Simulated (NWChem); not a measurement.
# One shape, several levels: triplet BOF

Aim: a comparison of 5 runs (U-wB97X/cc-pVTZ, UB2PLYP/cc-pVTZ, UBHLYP/cc-pVTZ, UCAM-B3LYP/cc-pVTZ, UM06-2X/cc-pVTZ) of triplet BOF. 

The calculation is run with NWChem 7.3.0.

## Step 1: The system as given

BOF: 3 atoms, total charge 0, spin state triplet. As SMILES of the parent species, `O=BF`. Geometry: relaxed at PBE0-D4/def2-TZVP. That shape belongs to the parent species and isn't relaxed for this state.

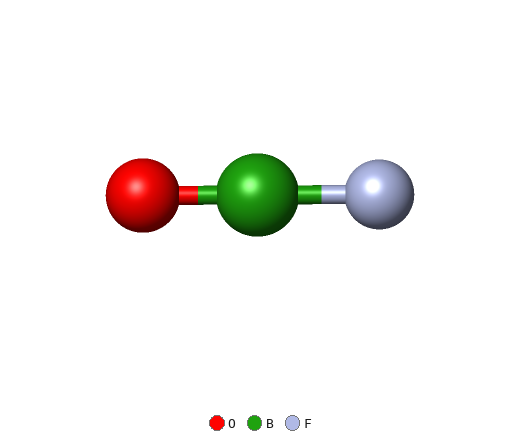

Viewed from a chosen angle; oxygen red, boron green, fluorine light blue.

## Step 2: The energy at U-wB97X/cc-pVTZ (run 1)

The input, work.nw:

```
start work
title "BFO"
memory total 2200 mb

geometry noautosym nocenter noautoz
  O      0.983100    -0.565100     0.479900
  B      0.020300    -0.011600     0.009900
  F     -1.003400     0.576800    -0.489800
end

basis spherical bse
  * library cc-pVTZ
end

dft
  xc wb97x
  mult 3
  grid fine
  convergence energy 1e-08
  maxiter 100
  mulliken
end

task dft energy
```

Started as:

```sh
$ nwchem work.nw > work.out
```

What it wrote:

```text
[...]
          Wavefunction type:  spin polarized.
          No. of atoms     :     3
          No. of electrons :    22
[...]
          Charge           :     0
          Spin multiplicity:     3
[...]
          AO basis - number of functions:    90
[...]
              XC Information
              --------------
                       wb97x  Method XC Functional
                     Hartree-Fock (Exact) Exchange  1.000
                         wb97x Exchange Functional  1.000
                      wb97x Correlation Functional  1.000
[...]
 d= 0,ls=0.0,diis     1   -199.6723276871 -2.51D+02  1.20D-02  1.54D-01     3.5
[...]
 d= 0,ls=0.0,diis    11   -199.7338510679 -4.00D-09  1.14D-06  1.90D-09    37.9
[...]
         Total DFT energy =     -199.733851067857
      One electron energy =     -376.217623316697
           Coulomb energy =      148.057478072487
    Exchange-Corr. energy =      -23.012659679208
 Nuclear repulsion energy =       51.438953855561
[...]
      Total Density - Mulliken Population Analysis
     ---------------------------------------------
    Atom       Charge   Shell Charges
 -----------   ------   -------------------------------------------------------
    1 O    8     7.67   1.95  0.27  1.05  0.38  1.26  1.94  0.82  0.00  0.01  0.00
    2 B    5     5.31   1.98  0.17  0.64  0.94  0.61  0.54  0.11  0.16  0.13  0.05
    3 F    9     9.01   1.94  0.28  1.07  0.54  1.57  2.37  1.23  0.00  0.01  0.00
[...]
      <S2> =      2.0025 (Exact =     2.0000)
[...]
```

It took 39 s on 1 thread of Intel Xeon Platinum 8559C (Emerald Rapids), shared host; peak memory 0.11 GiB.

## Step 3: The energy at UB2PLYP/cc-pVTZ (run 2)

The input, test.nw:

```
start test
title "BFO energy"
memory 2200 mb
geometry noautosym nocenter noautoz
  O     0.983100   -0.565100    0.479900
  B     0.020300   -0.011600    0.009900
  F    -1.003400    0.576800   -0.489800
end
basis spherical bse
  * library cc-pVTZ
end
dft
  xc hfexch 0.53 becke88 0.47 lyp 0.73 mp2 0.27
  dftmp2 semidirect
  mult 3
  grid fine
  convergence energy 1e-08
  maxiter 100
  mulliken
  noprint "final vectors analysis"
end
mp2
  freeze core 3
end
task dft energy
```

Started as:

```sh
$ nwchem test.nw > test.out
```

What it wrote:

```text
[...]
          Wavefunction type:  spin polarized.
          No. of atoms     :     3
          No. of electrons :    22
[...]
          Charge           :     0
          Spin multiplicity:     3
[...]
          AO basis - number of functions:    90
[...]
              XC Information
              --------------
                     Hartree-Fock (Exact) Exchange  0.530
                    Becke 1988 Exchange Functional  0.470
              Lee-Yang-Parr Correlation Functional  0.730
[...]
 d= 0,ls=0.0,diis     1   -199.4500272565 -2.51D+02  1.05D-02  1.23D-01     1.3
[...]
 d= 0,ls=0.0,diis    11   -199.5043676360 -1.35D-09  8.06D-07  1.18D-09    12.0
[...]
         Total DFT energy =     -199.504367635951
      One electron energy =     -376.171243575017
           Coulomb energy =      148.028518884960
    Exchange-Corr. energy =      -22.800596801454
 Nuclear repulsion energy =       51.438953855561
[...]
      Total Density - Mulliken Population Analysis
     ---------------------------------------------
    Atom       Charge   Shell Charges
 -----------   ------   -------------------------------------------------------
    1 O    8     7.66   1.95  0.27  1.06  0.34  1.25  1.97  0.81  0.00  0.01  0.00
    2 B    5     5.27   1.96  0.17  0.65  1.02  0.59  0.50  0.08  0.16  0.09  0.05
    3 F    9     9.06   1.94  0.28  1.08  0.54  1.56  2.40  1.25  0.00  0.01  0.00
[...]
      <S2> =      2.0030 (Exact =     2.0000)
[...]
  Basis functions       =     90
[...]
```

It took 16 s on 1 thread of Intel Xeon Platinum 8559C (Emerald Rapids), shared host; peak memory 0.22 GiB.

## Step 4: A single-point energy at UBHLYP/cc-pVTZ (run 3)

The input, a.nw:

```
start a
memory stack 880 mb heap 220 mb global 1100 mb
geometry units angstroms noautosym nocenter noautoz
 O      0.983100    -0.565100     0.479900
 B      0.020300    -0.011600     0.009900
 F     -1.003400     0.576800    -0.489800
end
basis spherical bse
 * library cc-pVTZ
end
dft
 xc bhlyp
 mult 3
 grid fine
 convergence energy 1e-08
 maxiter 100
 mulliken
 print medium
end
task dft energy
```

Started as:

```sh
$ nwchem a.nw > a.out
```

What it wrote:

```text
[...]
          Wavefunction type:  spin polarized.
          No. of atoms     :     3
          No. of electrons :    22
[...]
          Charge           :     0
          Spin multiplicity:     3
[...]
          AO basis - number of functions:    90
[...]
              XC Information
              --------------
                        BHLYP Method XC Functional
                     Hartree-Fock (Exact) Exchange  0.500
                        Slater Exchange Functional  0.500 local
                    Becke 1988 Exchange Functional  0.500 non-local
              Lee-Yang-Parr Correlation Functional  1.000
[...]
 d= 0,ls=0.0,diis     1   -199.6616518174 -2.51D+02  1.11D-02  1.28D-01     1.3
[...]
 d= 0,ls=0.0,diis    11   -199.7166000462 -1.35D-09  7.07D-07  1.06D-09    12.0
[...]
         Total DFT energy =     -199.716600046221
      One electron energy =     -376.227961976317
           Coulomb energy =      148.088104768868
    Exchange-Corr. energy =      -23.015696694333
 Nuclear repulsion energy =       51.438953855561
[...]
      Total Density - Mulliken Population Analysis
     ---------------------------------------------
    Atom       Charge   Shell Charges
 -----------   ------   -------------------------------------------------------
    1 O    8     7.67   1.95  0.27  1.06  0.34  1.25  1.97  0.81  0.00  0.01  0.00
    2 B    5     5.27   1.96  0.17  0.65  1.01  0.59  0.50  0.08  0.16  0.09  0.05
    3 F    9     9.06   1.94  0.28  1.08  0.53  1.56  2.40  1.25  0.00  0.01  0.00
[...]
      <S2> =      2.0028 (Exact =     2.0000)
[...]
```

It took 13 s on 1 thread of Intel Xeon Platinum 8559C (Emerald Rapids), shared host; peak memory 0.12 GiB.

Run 4 isn't shown in full; the table further down has it.

## Step 5: The energy at UM06-2X/cc-pVTZ (run 5)

The input, bfo.xyz:

```xyz
3
BFO
O      0.983100    -0.565100     0.479900
B      0.020300    -0.011600     0.009900
F     -1.003400     0.576800    -0.489800
```

The input, run.py:

```python
from ase.io import read
from ase.calculators.nwchem import NWChem

system = read('bfo.xyz')

calc = NWChem(
    label='bfo',
    theory='dft',
    memory='2200 mb',
    basis='cc-pVTZ',
    basispar='spherical bse',
    dft={'xc': 'm06-2x', 'mult': '3', 'grid': 'fine', 'convergence': 'energy 1e-08', 'iterations': '100', 'mulliken': None},
    task='energy',
)
system.calc = calc

print("Total energy (eV):", round(system.get_potential_energy(), 6))
```

Started as:

```sh
$ export ASE_NWCHEM_COMMAND="nwchem PREFIX.nwi > PREFIX.nwo"
$ python run.py
```

What it wrote:

```text
Total energy (eV): -5434.894075
```

The calculator wrote bfo.nwi:

```
title "bfo"

permanent_dir bfo

scratch_dir bfo

start bfo

geometry units angstrom nocenter noautosym noautoz
  O  9.8309999999999997e-01 -5.6510000000000005e-01 4.7989999999999999e-01
  B  2.0299999999999999e-02 -1.1599999999999999e-02 9.9000000000000008e-03
  F  -1.0034000000000001e+00 5.7679999999999998e-01 -4.8980000000000001e-01
end

memory 2200 mb

basis spherical bse noprint
   * library cc-pVTZ
end

dft
  xc m06-2x
  mult 3
  grid fine
  convergence energy 1e-08
  iterations 100
  mulliken
end

task dft energy
```

bfo.nwo:

```text
Northwest Computational Chemistry Package (NWChem) 7.3.0
             --------------------------------------------------------

           Job information
           ---------------

    nwchem branch   = 7.3.0
    use scalapack   = T
    input           = bfo.nwi
    prefix          = bfo.
    data base       = bfo/bfo.db
    status          = startup
    nproc           =        1

           Memory information
           ------------------

    heap     =     72089594 doubles =      550.0 Mbytes
    stack    =     72089599 doubles =      550.0 Mbytes
    global   =    144179200 doubles =     1100.0 Mbytes (distinct from heap & stack)
    total    =    288358393 doubles =     2200.0 Mbytes
    verify   = yes
    hardfail = no

           Directory information
           ---------------------

  0 permanent = bfo
  0 scratch   = bfo

                                NWChem Input Module
                                -------------------

                                        bfo
                                        ---

[... 23 lines left out ...]
            Nuclear Dipole moment (a.u.)
[... 51 lines left out ...]
  convergence criterion.
[... 16 lines left out ...]
          Convergence on density requested:  1.00D-05
[... 21 lines left out ...]
          Spatial weights used:  Erf1
[... 3 lines left out ...]
          Convergence aids based upon iterative change in
[... 78 lines left out ...]
         Total DFT energy =     -199.728674971665
[... 1 line left out ...]
           Coulomb energy =      147.937778256435
[... 1 line left out ...]
 Nuclear repulsion energy =       51.438953855561
[... 645 lines left out ...]
                     DFT Final Beta Molecular Orbital Analysis
[... 714 lines left out ...]
   alpha     81     82     83     84     85     86     87     88     89     90
    beta     81     82     83     84     85     86     87     88     89     90
 overlap   1.000  1.000  1.000  1.000  1.000  1.000  1.000  1.000  1.000  1.000

     --------------------------
     Expectation value of S2:
     --------------------------
      <S2> =      2.0030 (Exact =     2.0000)

 center of mass
 --------------
 x =  -0.12795631 y =   0.07360661 z =  -0.06245874

 moments of inertia (a.u.)
 ------------------
          69.823285234923          70.574116502894         -59.931557199400
          70.574116502894         152.029457789235          34.450372737688
         -59.931557199400          34.450372737688         163.342212941744

     Multipole analysis of the density
     ---------------------------------

     L   x y z        total         alpha         beta         nuclear
     -   - - -        -----         -----         ----         -------
     0   0 0 0     -0.000000    -12.000000    -10.000000     22.000000

     1   1 0 0      0.221750      0.355641      1.877344     -2.011235
[... 8 lines of this table left out ...]
     2   0 0 2    -12.697495    -15.897284    -11.091819     14.291608

 Task  times  cpu:       14.0s     wall:       14.0s
 Total times  cpu:       14.0s     wall:       14.0s
```

It took 15 s on 1 thread of Intel Xeon Platinum 8559C (Emerald Rapids), shared host; peak memory 0.12 GiB.

## Step 6: The series

```
run               level  frozen core orbitals  energy (Eh)  dipole moment (D)  HOMO energy (eV)   ⟨S²⟩  wall time
  1     U-wB97X/cc-pVTZ                     –  -199.733851               0.60             -5.10  2.002       39 s
  2     UB2PLYP/cc-pVTZ                     3  -199.672377               0.66                 –  2.003       16 s
  3      UBHLYP/cc-pVTZ                     –  -199.716600               0.66             -3.90  2.003       13 s
  4  UCAM-B3LYP/cc-pVTZ                     –  -199.734411               0.55             -4.35  2.002       38 s
  5     UM06-2X/cc-pVTZ                     –  -199.728675               0.71             -4.26  2.003       15 s
```

## Step 7: What came out

```
                                 quantity          value
                      run 5: total energy  -199.72867 Eh
                     run 5: dipole moment         0.71 D
run 5: HOMO energy (highest over α and β)       -4.26 eV
                              run 5: ⟨S²⟩          2.003
```

What this shows: The dipole moment (its size) runs from 0.55 D (UCAM-B3LYP/cc-pVTZ) to 0.71 D (UM06-2X/cc-pVTZ). Totals of different functionals can't be ranked against each other. All runs together took 2 min, the longest 39 s.
